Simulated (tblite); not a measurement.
## Run report: C$_{6}$H$_{13}$FOSi, geometry relaxation (part 2 of 2)

The same run, continued: C$_{6}$H$_{13}$FOSi; GFN2-xTB geometry optimisation, gas phase (tblite 0.8.0). It belongs to a series of runs on one base structure; here: H on C replaced by C2H5.

Geometry of the input (Å):
```
C  -3.0384  -0.8923  0.1995
C  -2.0226  -0.0927  -0.6160
C  -0.6979  -0.7498  -0.4137
C  0.3589  -0.1376  0.1003
C  1.6096  -0.8961  0.2542
C  2.7947  -0.3524  -0.4808
F  2.6844  -0.2494  -1.8329
Si 0.2977  1.5977  0.6645
O  1.8091  2.3965  0.5284
H  -2.4880  -1.3146  1.0470
H  -3.3917  -1.7490  -0.4256
H  -3.8869  -0.2448  0.5420
H  -2.0910  0.9462  -0.2866
H  -2.3074  -0.2190  -1.6696
H  -0.6348  -1.7906  -0.7387
H  1.4358  -1.9259  -0.1231
H  1.8676  -1.0075  1.3214
H  3.1656  0.5600  0.0338
H  3.6269  -1.0994  -0.3022
H  -0.6114  2.3592  -0.2044
H  -0.2198  1.6771  2.0499
H  1.7292  3.2039  -0.0336
```

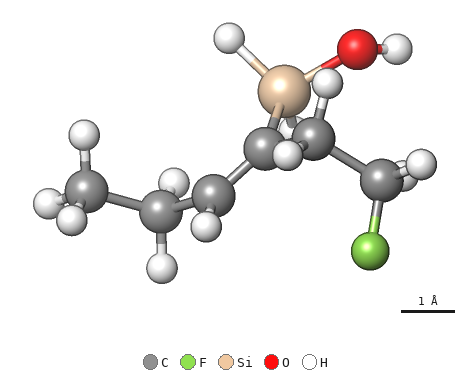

*The geometry at step 150 of the log (ball-and-stick view, seen at a tilt).*

Trajectory as extended XYZ, continued:
```
22
Properties=species:S:1:pos:R:3:forces:R:3 step=86 energy=-817.14189
C    -3.0840   -0.9633    0.1517   -0.0100  -0.0040   0.0180
C    -2.0613   -0.1731   -0.6654    0.0110   0.0020   0.0000
C    -0.6874   -0.7092   -0.4365    0.0270   0.0020  -0.0060
C     0.3406   -0.0745    0.1201    0.0040   0.0280   0.0080
C     1.6357   -0.8299    0.3141   -0.0120  -0.0010   0.0000
C     2.7449   -0.3465   -0.6134   -0.0070  -0.0140  -0.0060
F     2.3322   -0.3694   -1.9257    0.0110  -0.0080  -0.0200
Si    0.2816    1.7038    0.7678   -0.0190   0.0240   0.0070
O     1.7733    2.3443    0.9444   -0.0190  -0.0110  -0.0020
H    -2.8631   -0.8720    1.2127    0.0050  -0.0110   0.0100
H    -3.0592   -2.0176   -0.1165    0.0050   0.0090   0.0010
H    -4.0891   -0.5874   -0.0235   -0.0020   0.0070  -0.0180
H    -2.1126    0.8783   -0.3903   -0.0100   0.0130   0.0060
H    -2.3068   -0.2647   -1.7271   -0.0030  -0.0140  -0.0110
H    -0.5646   -1.7422   -0.7488   -0.0110  -0.0200  -0.0090
H     1.4700   -1.8947    0.1329    0.0030  -0.0180   0.0010
H     1.9914   -0.7035    1.3387    0.0080   0.0090  -0.0030
H     3.0377    0.6839   -0.3971   -0.0130  -0.0120  -0.0020
H     3.6220   -0.9996   -0.5522    0.0140  -0.0060  -0.0020
H    -0.4917    2.5830   -0.1148    0.0180  -0.0120   0.0070
H    -0.1785    1.7076    2.1534    0.0040   0.0130   0.0050
H     2.2584    2.6661    0.1893   -0.0050   0.0230   0.0160
22
Properties=species:S:1:pos:R:3:forces:R:3 step=107 energy=-817.14996
C    -3.0672   -0.9475    0.1303    0.0250   0.0020   0.0000
C    -2.0280   -0.1877   -0.6982   -0.0010  -0.0140   0.0130
C    -0.6528   -0.7043   -0.4300   -0.0260  -0.0060   0.0430
C     0.3449   -0.0576    0.1667    0.0380  -0.0140  -0.0330
C     1.6583   -0.7843    0.3470    0.0260  -0.0130  -0.0290
C     2.6765   -0.3968   -0.7207    0.0260   0.0030  -0.0280
F     2.1697   -0.5806   -1.9860   -0.0180  -0.0410   0.0020
Si    0.2613    1.7082    0.8380    0.0400  -0.0030   0.0110
O     1.7620    2.2965    1.1059    0.0330   0.0420  -0.0540
H    -2.8845   -0.7900    1.1906   -0.0030   0.0050   0.0140
H    -3.0152   -2.0153   -0.0700    0.0120  -0.0080  -0.0220
H    -4.0722   -0.6034   -0.1044    0.0240   0.0130  -0.0020
H    -2.0929    0.8749   -0.4654    0.0170  -0.0210  -0.0230
H    -2.2484   -0.3297   -1.7604   -0.0230   0.0260   0.0130
H    -0.4984   -1.7321   -0.7490   -0.0270   0.0270  -0.0070
H     1.4957   -1.8628    0.2952   -0.0070  -0.0350  -0.0020
H     2.1041   -0.5448    1.3129   -0.0200   0.0150   0.0310
H     2.9531    0.6588   -0.6537   -0.0140   0.0190   0.0170
H     3.5748   -1.0218   -0.6551   -0.0050   0.0280   0.0090
H    -0.4266    2.6155   -0.0795   -0.0460   0.0290  -0.0350
H    -0.2871    1.7093    2.1906   -0.0090   0.0010   0.0040
H     2.2628    2.7149    0.4091   -0.0420  -0.0540   0.0780
22
Properties=species:S:1:pos:R:3:forces:R:3 step=129 energy=-817.16076
C    -3.0352   -0.9244    0.1324   -0.0160  -0.0030   0.0060
C    -2.0016   -0.1676   -0.7030    0.0050  -0.0100   0.0110
C    -0.6324   -0.7020   -0.4419    0.0100  -0.0050   0.0130
C     0.3612   -0.0617    0.1669    0.0080   0.0080  -0.0120
C     1.6867   -0.7645    0.3475    0.0030   0.0030   0.0100
C     2.6291   -0.4555   -0.8100    0.0060   0.0020   0.0100
F     2.1543   -0.9911   -1.9843   -0.0040   0.0030  -0.0040
Si    0.2451    1.6969    0.8496    0.0090   0.0080  -0.0150
O     1.7493    2.2066    1.2351   -0.0010   0.0020   0.0070
H    -2.8468   -0.7633    1.1918    0.0010  -0.0160  -0.0110
H    -2.9839   -1.9924   -0.0690    0.0080   0.0030  -0.0030
H    -4.0412   -0.5811   -0.0967   -0.0060   0.0190  -0.0040
H    -2.0498    0.8939   -0.4622    0.0030  -0.0050   0.0030
H    -2.2359   -0.2906   -1.7643   -0.0060  -0.0270   0.0110
H    -0.4813   -1.7252   -0.7726   -0.0160   0.0040  -0.0140
H     1.5474   -1.8475    0.4029   -0.0130   0.0290  -0.0120
H     2.1709   -0.4233    1.2631    0.0020  -0.0180   0.0020
H     2.7174    0.6229   -0.9723    0.0010   0.0050  -0.0120
H     3.6198   -0.8945   -0.6497    0.0050   0.0000   0.0000
H    -0.3488    2.6404   -0.1044    0.0290  -0.0080   0.0090
H    -0.4520    1.6871    2.1343   -0.0130   0.0200   0.0020
H     2.2172    2.8562    0.7207   -0.0130  -0.0140   0.0040
22
Properties=species:S:1:pos:R:3:forces:R:3 step=150 energy=-817.16931
C    -3.0604   -0.9488    0.1699    0.0040   0.0160  -0.0580
C    -2.0324   -0.1754   -0.6566   -0.0010   0.0320  -0.0220
C    -0.6579   -0.7107   -0.4314    0.0030  -0.0020   0.0100
C     0.3557   -0.0686    0.1415    0.0320  -0.0320   0.0010
C     1.6821   -0.7716    0.3097    0.0450  -0.0160   0.0390
C     2.6534   -0.4143   -0.8124   -0.0220  -0.0570   0.0620
F     2.3121   -1.0598   -1.9763   -0.0670  -0.0210  -0.0760
Si    0.2746    1.7099    0.7772    0.0250  -0.0400  -0.0120
O     1.8017    2.0887    1.2282   -0.0360   0.0050  -0.0670
H    -2.8347   -0.8580    1.2295   -0.0170  -0.0100  -0.0010
H    -3.0557   -2.0009   -0.1015    0.0410  -0.0590   0.0240
H    -4.0574   -0.5596   -0.0154   -0.0500   0.0350   0.0430
H    -2.0788    0.8808   -0.3925    0.0230   0.0180  -0.0040
H    -2.2829   -0.2791   -1.7166   -0.0020   0.0140   0.0050
H    -0.5270   -1.7344   -0.7681    0.0330  -0.0190   0.0360
H     1.5523   -1.8572    0.3271   -0.0340   0.0210  -0.0870
H     2.1422   -0.4769    1.2531    0.0050   0.0710  -0.0070
H     2.6334    0.6556   -1.0351    0.0150   0.0260   0.0260
H     3.6734   -0.7362   -0.5782    0.0160   0.0130   0.0240
H    -0.1818    2.6703   -0.2333    0.0260  -0.0100  -0.0250
H    -0.5652    1.7908    1.9744    0.0260   0.0260   0.0160
H     2.2430    2.8746    0.9206   -0.0650  -0.0100   0.0730
22
Properties=species:S:1:pos:R:3:forces:R:3 step=172 energy=-817.23546
C    -3.0848   -0.9751    0.2032    0.0300   0.0140  -0.0040
C    -2.0295   -0.1956   -0.5818   -0.0010   0.0050  -0.0080
C    -0.6639   -0.7488   -0.3427   -0.0260  -0.0010   0.0090
C     0.3809   -0.0850    0.1411    0.0100  -0.0060  -0.0200
C     1.7063   -0.7896    0.2811   -0.0030   0.0060  -0.0210
C     2.6545   -0.3940   -0.8443    0.0240  -0.0260  -0.0030
F     2.1622   -0.8039   -2.0622   -0.0310   0.0000  -0.0220
Si    0.3210    1.7434    0.5941   -0.0080  -0.0240   0.0120
O     1.8150    2.0238    1.1903    0.0280   0.0610  -0.0110
H    -2.8915   -0.8928    1.2703   -0.0100  -0.0090   0.0100
H    -3.0545   -2.0277   -0.0726   -0.0480   0.0220   0.0170
H    -4.0808   -0.5854   -0.0004    0.0410  -0.0360  -0.0010
H    -2.0602    0.8580   -0.3036   -0.0210  -0.0060  -0.0190
H    -2.2562   -0.2756   -1.6495    0.0070   0.0160   0.0030
H    -0.5620   -1.8003   -0.5938    0.0040   0.0010  -0.0020
H     1.5694   -1.8739    0.2460   -0.0230   0.0240   0.0460
H     2.1821   -0.5153    1.2236   -0.0060  -0.0180  -0.0260
H     2.7766    0.6905   -0.9040   -0.0070   0.0000   0.0120
H     3.6273   -0.8841   -0.7323    0.0370   0.0300   0.0180
H     0.0749    2.6179   -0.5589    0.0220  -0.0030  -0.0060
H    -0.6694    2.0361    1.6375    0.0010  -0.0150   0.0060
H     2.0722    2.8970    1.4725   -0.0200  -0.0370   0.0110
22
Properties=species:S:1:pos:R:3:forces:R:3 step=193 energy=-817.23855
C    -3.0804   -0.9704    0.2084    0.0000   0.0040   0.0010
C    -2.0263   -0.1979   -0.5841    0.0020   0.0020  -0.0010
C    -0.6611   -0.7492   -0.3406    0.0050   0.0010  -0.0030
C     0.3849   -0.0825    0.1369    0.0030   0.0000  -0.0040
C     1.7125   -0.7816    0.2774    0.0060   0.0020  -0.0030
C     2.6431   -0.4040   -0.8688    0.0010   0.0000  -0.0030
F     2.1560   -0.8765   -2.0665    0.0020  -0.0030   0.0030
Si    0.3298    1.7453    0.5893    0.0010   0.0040   0.0030
O     1.8080    2.0239    1.2265   -0.0020   0.0030  -0.0090
H    -2.8820   -0.8909    1.2749    0.0030   0.0010   0.0030
H    -3.0682   -2.0230   -0.0662    0.0000  -0.0020   0.0040
H    -4.0736   -0.5745    0.0104   -0.0060   0.0020  -0.0010
H    -2.0594    0.8580   -0.3163   -0.0060   0.0040   0.0010
H    -2.2525   -0.2836   -1.6513   -0.0010  -0.0070  -0.0020
H    -0.5580   -1.8019   -0.5862    0.0010   0.0000  -0.0020
H     1.5768   -1.8658    0.2780   -0.0010   0.0000  -0.0020
H     2.1996   -0.4825    1.2054    0.0030  -0.0010   0.0050
H     2.7239    0.6818   -0.9697    0.0000  -0.0020   0.0050
H     3.6366   -0.8481   -0.7436   -0.0010  -0.0020   0.0000
H     0.1315    2.6186   -0.5739   -0.0010   0.0030   0.0000
H    -0.6866    2.0412    1.6055   -0.0060  -0.0030   0.0030
H     2.0351    2.8833    1.5682   -0.0010  -0.0070   0.0040
```

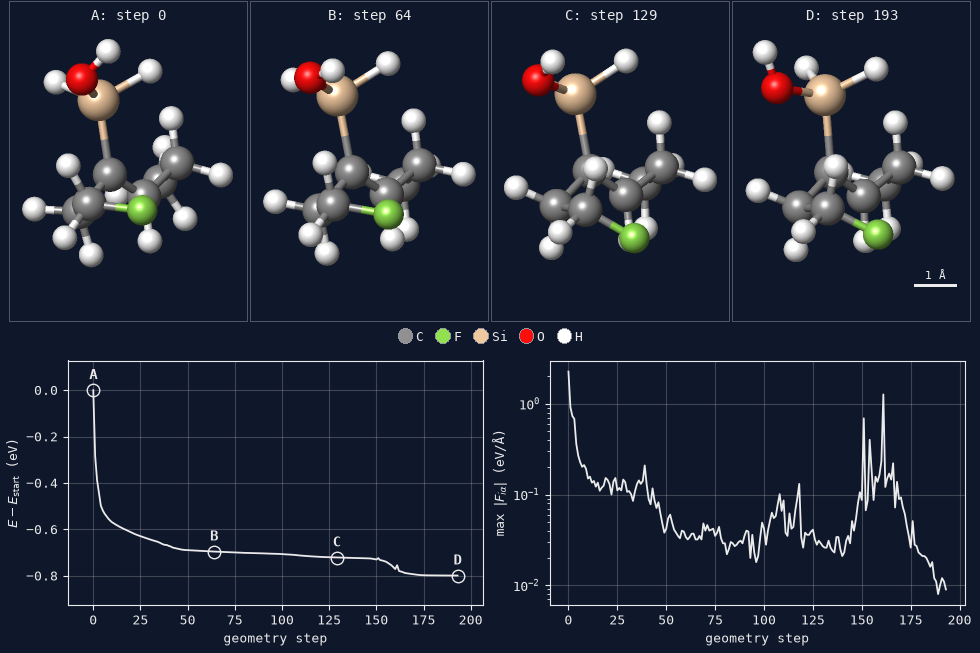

*Frames of the relaxation (ball-and-stick view, seen at an oblique angle) above the curves, on which the letters mark them (steps are counted from 0).*

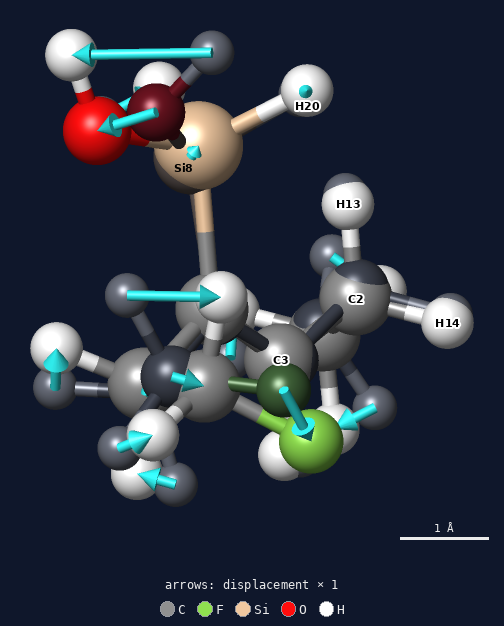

*Start (faint) and end (solid) with the displacements as teal arrows, at true length (ball-and-stick view, seen at an oblique angle). The two geometries are laid on each other by the best rigid fit.*

H22 moves most after the best rigid fit: 1.66 Å. Largest moves by element: H 1.66 Å, F 0.85 Å, O 0.79 Å, C 0.39 Å, Si 0.18 Å. Among the contacts that change: Si8–O9 1.715 → 1.634 Å, C4–Si8 1.826 → 1.884 Å, C6–H19 1.132 → 1.095 Å, C4–C5 1.471 → 1.507 Å. Among the angles that change: Si8–O9–H22 110.8° → 120.6°, C4–Si8–O9 112.9° → 103.5°, F7–C6–H18 115.2° → 106.7°. The energy falls by 0.799 eV in 193 geometry steps. Largest force component: 2.3 eV/Å at the start, 0.009 eV/Å at the end. (Atoms are counted from 1 in the order of the input.)

Summary:

| quantity | value |
| --- | --- |
| outcome | converged |
| total energy | −817.2386 eV |
| wall time | 1.7 s |
| peak memory | 0.18 GiB |
